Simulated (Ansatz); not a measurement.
A series of calculations on BNH6SO

Part 1: Relaxation

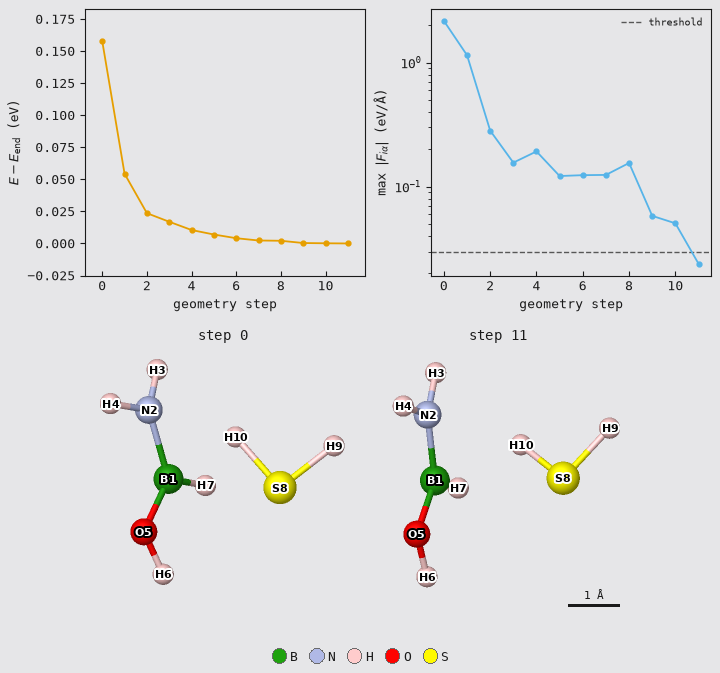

First and last geometry of a relaxation of BNH₆SO, with the history of the run. Style: ball-and-stick. Shown at a tilt.

The run prepares an end point of a later path (reaction) calculation, from a guessed geometry.

All numbers below come from Ansatz 0.2.0, RKS PBE0-D4/6-31G*. Set-up: no spin polarisation; force threshold 0.03 eV/Å; at most 50 steps.

### Read the history and describe the run.

It converged. H7 moves most after the best rigid fit: 0.53 Å. By element the largest moves are H 0.53 Å, S 0.44 Å, B 0.22 Å, N 0.13 Å, O 0.10 Å. Near-neighbour distances that change, for instance: B1–N2 1.480 → 1.408 Å, S8–H10 1.378 → 1.350 Å, B1–O5 1.360 → 1.370 Å. Over 11 geometry steps the energy falls by 0.158 eV. The largest force component goes from 2.2 to 0.024 eV/Å.

Limits of the set-up: the start holds two separate molecules, 2.3 Å apart at their closest, whose relative position is a soft coordinate.

Part 2: Relaxation

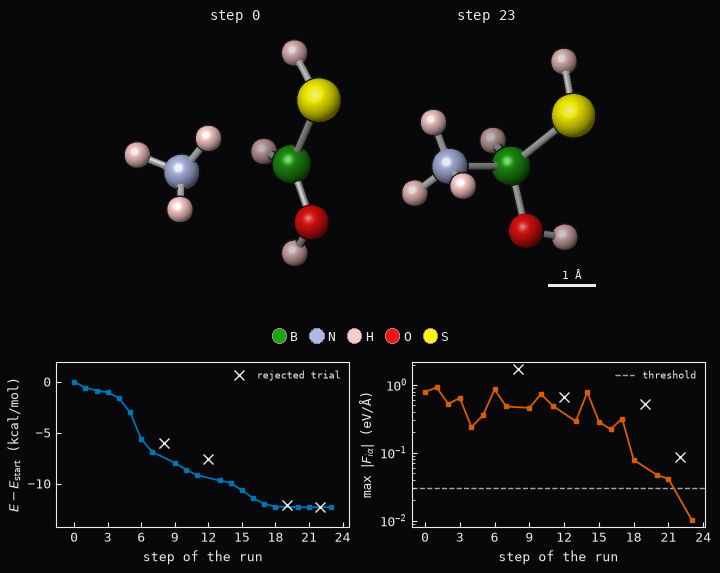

First and last geometry of a relaxation of BNH6SO, with the history of the run. A ball-and-stick model, seen at a tilt.

The run prepares an end point of a later path (reaction) calculation, from a guessed geometry.

Theory: RKS PBE0-D4/6-31G* (Ansatz 0.2.0). Settings: no spin polarisation; force threshold 0.03 eV/Å; at most 50 steps.

**Read the history and describe the run.**

It converged. After 19 accepted moves (23 points after the start) the energy has fallen by 12.3 kcal/mol. The largest force component goes from 0.79 to 0.01 eV/Å. The line search rejected the trial steps at points 8, 12, 19, 22 of the run. An H atom moves most after the best rigid fit: 1.09 Å. Largest moves by element: H 1.09 Å, O 0.81 Å, B 0.74 Å, N 0.40 Å, S 0.34 Å. Near-neighbour distances that change, for instance: B–N 2.743 → 1.641 Å, B–O 1.352 → 1.427 Å, B–S 1.870 → 1.934 Å, B–H 1.196 → 1.218 Å. New bonds form, among them: B–N (2.74 → 1.64 Å). Among the angles between lasting bonds that change: H–B–S 119.9° → 111.1°, O–B–H 124.4° → 119.7°, H–N–H 107.0° → 109.6°.

Limits of the set-up: the start holds two separate molecules, 2.6 Å apart at their closest, whose relative position is a soft coordinate.

Part 3: Path

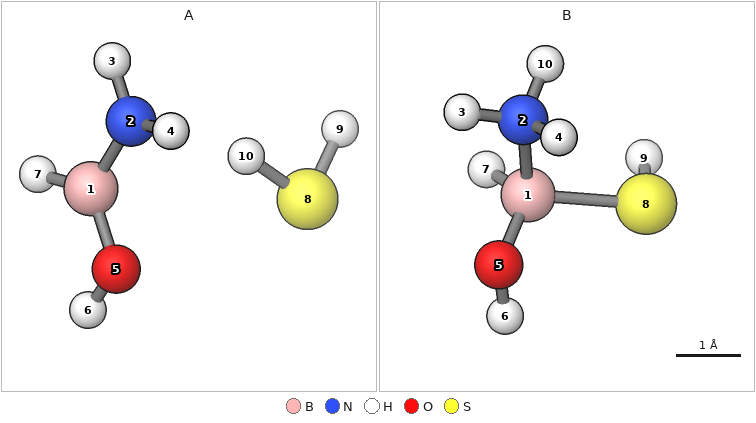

The two relaxed end points of a path for BNH6SO, made up at the start of BNH$_{4}$O and H2S. A ball-and-stick model, seen at a tilt.

Computed with Ansatz, RKS PBE0-D4/6-31G*.

Settings: 9 movable images; climbing image; force threshold 0.03 eV/Å; iteration limit 60.

Start:
```xyz
10

B     0.1557   -0.6564    0.3796
N    -0.0478   -0.3794    1.7453
H    -0.8210   -0.7624    2.2640
H     0.6769    0.0262    2.3209
O     1.3010   -0.1869   -0.2064
H     1.3125   -0.3722   -1.1509
H    -0.6829   -1.2571   -0.2390
S    -0.3173    3.0032    0.3788
H    -1.4301    3.4984    0.9506
H    -0.4348    1.8090    0.9980
```

End:
```xyz
10

B    -0.0708    0.3770    0.2541
N    -0.1317    0.0183    1.8546
H    -0.2187   -0.9894    1.9892
H     0.7425    0.3235    2.2843
O     1.1105   -0.3304   -0.1190
H     1.3382   -0.1166   -1.0298
H    -1.1486    0.0311   -0.1958
S     0.1392    2.2976    0.1564
H    -1.1467    2.6191   -0.0751
H    -0.9016    0.4920    2.3219
```

What barrier does the band find between them, and by what path?

The energy climbs by 89.0 kJ/mol to image 5 and then falls by 102.7 kJ/mol, so the end point sits at −13.7 kJ/mol. Breaking: S8–H10 (1.35 → 1.70 at the top → 3.01 Å). Forming: B1–S8 (3.69 → 2.60 at the top → 1.93 Å), N2–H10 (2.34 → 1.26 at the top → 1.02 Å). The band converged in 17 iterations. The largest component of the band force went from 30 to 0.018 eV/Å. The climbing image converged on the top of the path. Its vibrational analysis gives one imaginary mode (1141i cm⁻¹), as a transition state must have.

Energies of the converged images:

```csv
image,path (Å),E (kJ/mol)
0,0.00,0.0
1,0.66,0.1
2,1.33,0.3
3,1.99,1.2
4,2.65,14.9
5,3.32,89.0
6,3.85,32.5
7,4.39,-4.3
8,4.93,-8.6
9,5.47,-11.9
10,6.01,-13.7
```

The geometry at the top of the path:

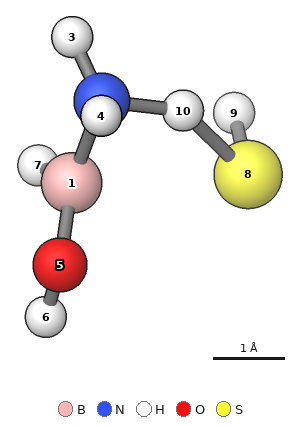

Limits of the set-up: the start holds two separate molecules, 2.3 Å apart at their closest, whose relative position is a soft coordinate.
